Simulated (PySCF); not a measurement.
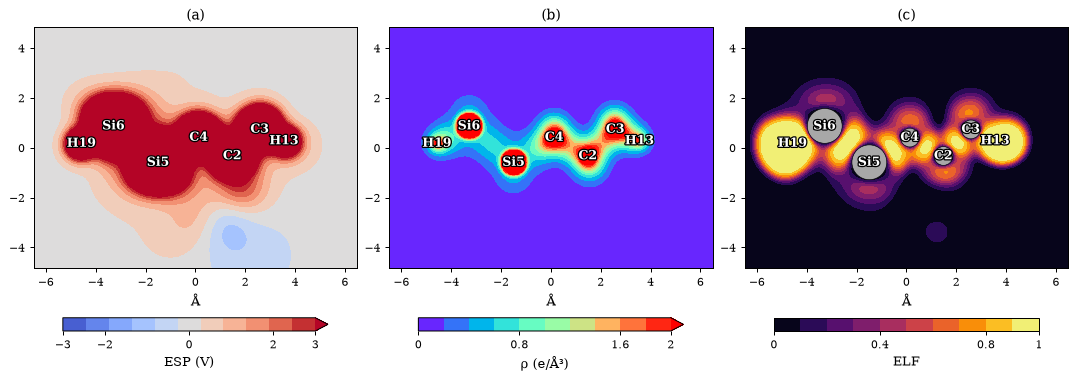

Figure. C4H16OSi3 (SMILES CC(C)(C[SiH2][SiH3])[SiH2]O). (a) electrostatic potential; (b) total electron density; (c) electron localisation function on the plane of atoms C4, Si5 and Si6. Grey discs cover the atomic cores in the ELF map.

Geometry: GFN2-xTB.

The calculation used PBE0/pcSseg-1, SCF density, gas phase, non-relativistic (PySCF).

```xyz
24

C    -0.2455   -0.7265   -2.0104
C    -0.7818   -0.7257   -0.5790
C    -1.3067   -2.1327   -0.2672
C     0.3612   -0.4345    0.4072
Si    1.3465    1.1897    0.2657
Si    3.0110    1.2185    1.8664
Si   -2.2388    0.5132   -0.4214
O    -1.9800    1.9156   -1.1965
H     0.6140   -1.3921   -2.1004
H     0.0628    0.2704   -2.3167
H    -1.0128   -1.0673   -2.7028
H    -1.6859   -2.1877    0.7516
H    -2.1165   -2.4015   -0.9422
H    -0.5144   -2.8744   -0.3764
H     1.0836   -1.2572    0.3369
H    -0.0427   -0.4871    1.4235
H     1.8888    1.3550   -1.0932
H     0.4221    2.3329    0.4342
H     3.8278    2.4313    1.7823
H     3.9397    0.0898    1.7488
H     2.4829    1.1696    3.2333
H    -3.4131    0.0342   -1.1384
H    -2.5020    0.7338    1.0054
H    -1.2119    2.4523   -1.0174
```

Question: Read the bonding off the picture.

Answer: The plane passes through C, Si and H nuclei.
C–C (1.53 Å): ρ at the midpoint is about 1.6 e/Å³; the ELF peaks at about 0.95 between the atoms; a shared electron pair.
C–Si (1.90 Å): ρ is about 0.9 e/Å³ halfway; the ELF peaks at about 0.95 between the atoms: localised, covalent bonding.
Si–Si (2.31 Å): ρ is about 0.67 e/Å³ halfway; the ELF peaks at about 1 between the atoms (a shared electron pair).
C–H (1.09 Å): the density is about 2 e/Å³ at the midpoint; the ELF climbs to about 1 towards the hydrogen, as it does in any bond to H: an ordinary covalent bond to hydrogen.
Si–H (1.46 Å): ρ at the midpoint is about 0.79 e/Å³; the ELF climbs to about 1 towards the hydrogen.
Outside the dense part of the molecule the potential is most negative (−1.0 V) near O8, which lies off the plane.
